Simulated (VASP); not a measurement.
Energy against volume of FeAl (CsCl type). These are r2SCAN+rVV10, VASP's PBE PAW potentials (set 64) (plane waves; VASP) values and carry that method's errors.

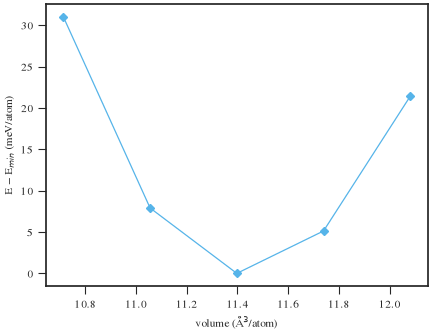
*Energy against volume*

Estimate the equilibrium volume and the bulk modulus.

The minimum lies near 11.4 Å³/atom, and the curvature gives B0 of about 200 GPa.

Measured: bulk modulus 152 GPa (computed value off by +32.2 %), as given by Yamada et al., (2019), arXiv:1910.09660; a 2.910 Å (computed value off by -2.5 %), as given by Yibo Liu et al., IUCrData (2023), doi:10.1107/s2414314623010659. The calculation is for a static lattice, while the measured bulk modulus, a hold thermal and zero-point effects, which are part of the difference.

The compound is FeAl in the CsCl type structure. It was relaxed first, which changed the volume by -7 %. The run is not spin-polarised, so no magnetic state was tried.
